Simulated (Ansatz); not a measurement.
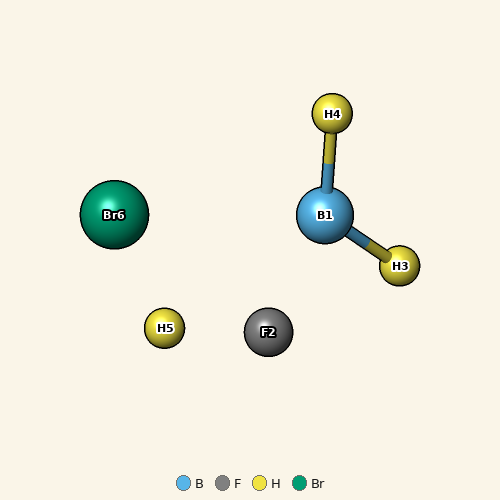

The system is the reacting system BBrFH3 (fragments BFH₂ + BrH where the first distance is long, BBrH₂ + FH where the second is long); the picture shows the reference structure. First axis: distance B1–Br6 (bond that forms). Second axis: distance H5–Br6 (bond that breaks). Relaxed at each point: all other coordinates. Grid: 12 × 12 points. Points are written as (first, second). Energies: kJ/mol, counted from the lowest grid point. Energies and slopes of some neighbouring points disagree (a jump in structure or state, or too coarse a mesh). The reference is spin-restricted, so regions where a bond is pulled apart into radicals lie too high. Theory: RKS B3LYP-D4/def2-SVP (Ansatz).

Its coordinates:

```xyz
6

B    -0.1343    0.3365   -0.5478
F     1.2980    0.0818    0.2909
H    -0.1064   -0.3164   -1.5440
H    -0.4837    1.4600   -0.3604
H     0.6861   -0.5753    1.0820
Br   -1.2598   -0.9866    1.0792
```

Range: distance B1–Br6 (bond that forms) from 1.836 to 3.636 Å; distance H5–Br6 (bond that breaks) from 1.359 to 3.159 Å.

Question: What will the energy surface look like?

Answer: The lowest grid point is at (3.237 Å, 1.449 Å). Other grid points that lie below all their neighbours: (1.926 Å, 2.568 Å) (69 kJ/mol higher). The highest grid point, (3.636 Å, 3.159 Å), lies 360 kJ/mol above the lowest.

```csv
"second ↓, first →",1.836,1.926,2.050,2.191,2.344,2.508,2.680,2.859,3.045,3.237,3.434,3.636
3.159,82,73,81,105,138,176,214,250,282,312,337,360
2.957,81,71,78,100,131,168,204,239,270,298,323,344
2.760,80,70,74,94,124,159,194,227,256,283,305,325
2.568,81,69,72,89,117,150,182,213,241,265,285,302
2.382,83,70,70,85,111,140,171,198,223,243,260,274
2.203,88,73,71,83,105,132,158,182,202,218,229,236
2.031,97,80,74,83,101,123,144,162,175,181,182,182
1.867,114,93,83,87,99,114,126,122,120,120,120,120
1.714,139,113,96,93,94,77,70,65,63,63,63,64
1.573,143,108,77,56,47,35,27,22,20,20,20,20
1.449,132,95,62,47,28,15,7,3,0,0,0,1
1.359,143,105,71,54,35,22,14,9,7,6,7,7
```

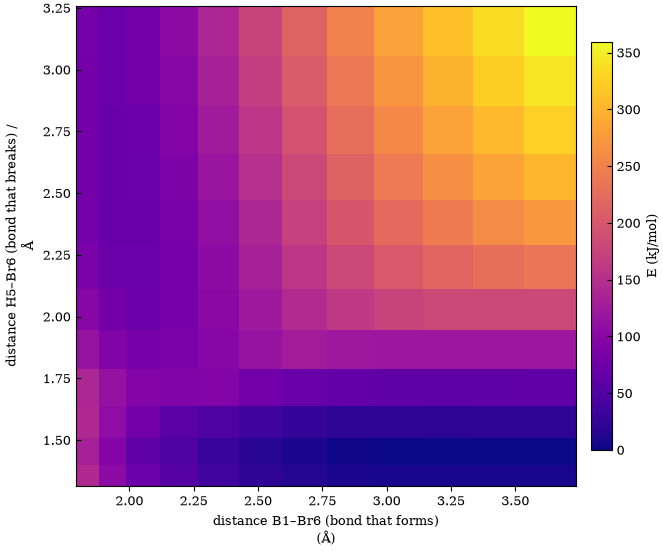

In the figure: one coloured cell a grid point.

Each point was launched as `ansatz run input.yaml --threads 1 --pin off --max-ram 2560MiB --backend cpu --events-out ev --progress --plain --runs-dir out`. Time for the 144 points that were run: 28 min on 1 thread of Arm Neoverse V2 (shared host).
